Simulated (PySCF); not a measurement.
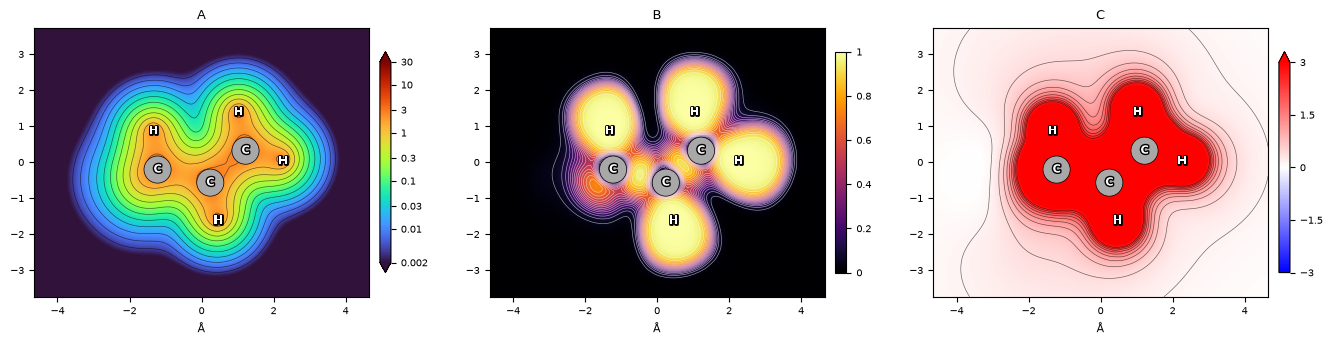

C$_{5}$H$_{9}$S (SMILES C=CC[CH]CS) (doublet): 3 fields on the plane of atoms C2, C1 and H7, with unlabelled colour scales. Grey discs cover the atomic cores.

Geometry: GFN2-xTB.

The calculation used PySCF, UKS B3LYP, pcH-1 on C H S, non-relativistic, mean-field spin-orbit, GIAO.

```xyz
15

C     1.6351    1.3397   -0.0730
C     1.2634    0.3107    0.6661
C     0.7356   -0.9845    0.0998
C    -0.7095   -1.0986    0.4241
C    -1.7255   -0.6047   -0.4592
S    -2.1957    1.2163   -0.0171
H     1.9804    2.2610    0.3654
H     1.6267    1.2991   -1.1508
H     1.2735    0.3711    1.7455
H     0.8874   -0.9978   -0.9813
H     1.2846   -1.8157    0.5516
H    -0.9820   -1.3270    1.4427
H    -1.4279   -0.5578   -1.5037
H    -2.6916   -1.0903   -0.3427
H    -0.9589    1.6866   -0.1561
```

> Match the panels to the quantities (electron density, electron localisation function and electrostatic potential).

Panel A: electron density. Panel B: electron localisation function. Panel C: electrostatic potential (strongly positive close to the atoms and fading to about zero outside). From the grid: C–C (1.32 Å): ρ at the midpoint is about 2.4 e/Å³; the ELF peaks at about 0.95 between the atoms: a short, multiple covalent bond. C–H (1.08 Å): ρ is about 2 e/Å³ halfway; the ELF climbs to about 1 towards the hydrogen, as it does in any bond to H: a covalent bond by its length.
